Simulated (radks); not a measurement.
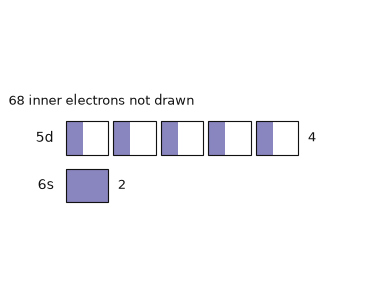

Figure 1. The outer shells as the input fills them: a box for each of the 2l + 1 orbitals, shaded by the share of the shell that is filled, with the electron count at the right.

Atomic calculation for W

System: atomic tungsten (W) in the configuration [Xe] 4f14 5d4 6s2.
Method: scalar-relativistic Kohn-Sham, TASK exchange with Perdew-Wang LDA correlation, spin-unpolarised, spherical densities, finite nucleus (the in-house radial solver radks).

**Input file**
```
Z 74
configuration [Xe] 4f14 5d4 6s2
relativity scalar-relativistic
functional task,pw
spin unpolarised
nucleus finite rms 5.3658 fm
c 137.035999084
```

Energies in input and log are in hartree, lengths in bohr (the nuclear radius in fm).

Launched within a batch (the task file carries these settings):
```bash
python <driver script> task.json out
```

**Output**
```
1s      1   2.0000       -2556.57382480
2s      1   2.0000        -442.50274939
2p      1   6.0000        -387.02427932
3s      1   2.0000        -102.32753747
3p      1   6.0000         -85.84091687
3d      1  10.0000         -66.79496627
4s      1   2.0000         -21.34335318
4p      1   6.0000         -15.90528375
4d      1  10.0000          -8.96804508
4f      1  14.0000          -1.24938161
5s      1   2.0000          -3.05020672
5p      1   6.0000          -1.68047524
5d      1   4.0000          -0.15879021
6s      1   2.0000          -0.23172476
Etot -16139.57160567943
Ekin 17776.414877651154
Encl -39905.74926181123
Eh 6310.287358943834
Exc -320.52458046318884
err 3.2362839721701805e-06
it 16
```

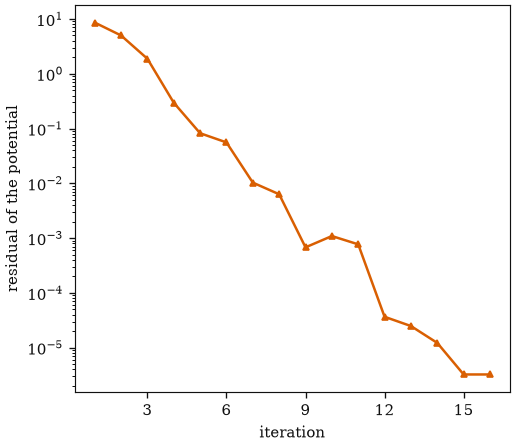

Figure 2. Convergence: residual of the potential against the iteration. The residual falls almost steadily, with no more than small rises or pauses. It goes from 8.6 to 3.2×10⁻⁶ in 16 steps.

**Orbitals**

| orbital | occupation | energy (eV) | ⟨r⟩ (bohr) | outer maximum (bohr) |
| --- | --- | --- | --- | --- |
| 1s | 2 | −69567.9 | 0.01836 | 0.0115 |
| 2s | 2 | −12041.1 | 0.07762 | 0.0657 |
| 2p | 6 | −10531.5 | 0.06948 | 0.0539 |
| 3s | 2 | −2784.5 | 0.2012 | 0.185 |
| 3p | 6 | −2335.9 | 0.2014 | 0.183 |
| 3d | 10 | −1817.6 | 0.1825 | 0.149 |
| 4s | 2 | −580.782 | 0.4505 | 0.421 |
| 4p | 6 | −432.805 | 0.4788 | 0.442 |
| 4d | 10 | −244.033 | 0.5121 | 0.453 |
| 5s | 2 | −83.000 | 1.071 | 0.964 |
| 5p | 6 | −45.728 | 1.252 | 1.09 |
| 4f | 14 | −33.997 | 0.6061 | 0.429 |
| 6s | 2 | −6.306 | 3.129 | 2.68 |
| 5d | 4 | −4.321 | 2.040 | 1.46 |

**Slater integrals of the outer shells (hartree)**

| integral | value |
| --- | --- |
| F0(5d,5d) | 0.4494 |
| F2(5d,5d) | 0.2220 |
| F4(5d,5d) | 0.1433 |
| F0(5d,6s) | 0.3339 |
| G2(5d,6s) | 0.0969 |
| F0(5d,4f) | 0.6014 |
| F2(5d,4f) | 0.1294 |
| F4(5d,4f) | 0.0597 |
| G1(5d,4f) | 0.0491 |
| G3(5d,4f) | 0.0425 |
| G5(5d,4f) | 0.0330 |
| F0(5d,5p) | 0.5416 |
| F2(5d,5p) | 0.2486 |
| G1(5d,5p) | 0.2897 |

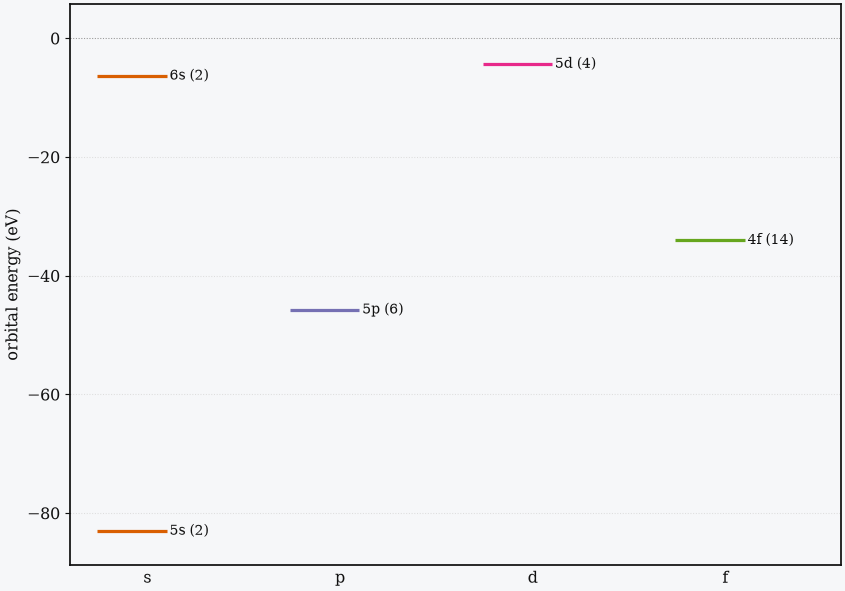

Figure 3. The outer levels are drawn by angular momentum (occupations in brackets). The highest occupied level is 5d at −4.32 eV. The highest 4 occupied levels, from the top down, are 5d (−4.32 eV), 6s (−6.31 eV), 4f (−34.0 eV), 5p (−45.7 eV).

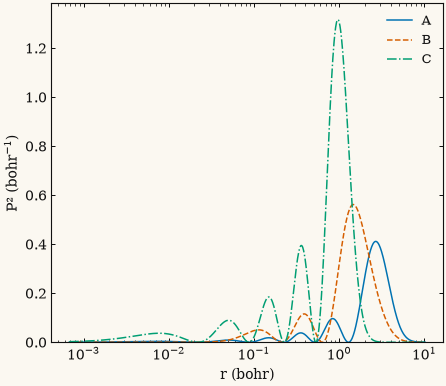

Figure 4. The radial probability densities P² of 5s, 6s and 5d. A is 6s; B is 5d; C is 5s. 5s: outer maximum at 0.964 bohr, ⟨r⟩ = 1.07 bohr, 4 nodes, eigenvalue −83.0 eV; 5d: outer maximum at 1.46 bohr, ⟨r⟩ = 2.04 bohr, 2 nodes, eigenvalue −4.32 eV; 6s: outer maximum at 2.68 bohr, ⟨r⟩ = 3.13 bohr, 5 nodes, eigenvalue −6.31 eV.

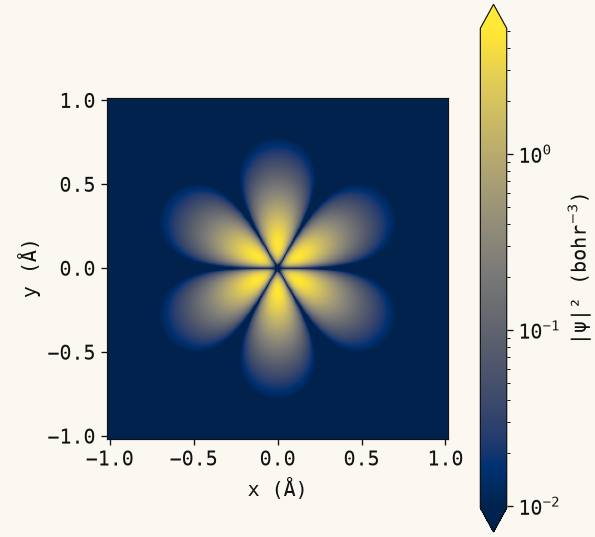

Figure 5. The 4f(y(3x²−y²)) orbital. The radial function comes from the spherical calculation and is multiplied by a real spherical harmonic; the overall sign is chosen so that the largest lobe of P(r) is positive; at the scalar-relativistic level it is the large component. In the xy plane through the nucleus, the colour gives |ψ|² on a logarithmic scale. (1 bohr = 0.529 Å.) It has three nodal planes that hold the z axis and no radial node. The maximum of P² lies at 0.429 bohr, ⟨r⟩ = 0.606 bohr, 90 % of the charge lies within 1.00 bohr, and the eigenvalue is −34.0 eV, with 14 electrons in the shell.

**Key numbers**

- outcome: converged
- total energy: −16139.5716 hartree
- kinetic energy: 17776.4149 hartree
- electron–nucleus energy: −39905.7493 hartree
- Hartree energy: 6310.2874 hartree
- exchange–correlation energy: −320.524580 hartree
- radius at density 0.001 e/bohr³: 4.76 bohr
- SCF iterations: 16
- hardware: 1 thread of Arm Neoverse V2, 95 GiB of memory available, shared host
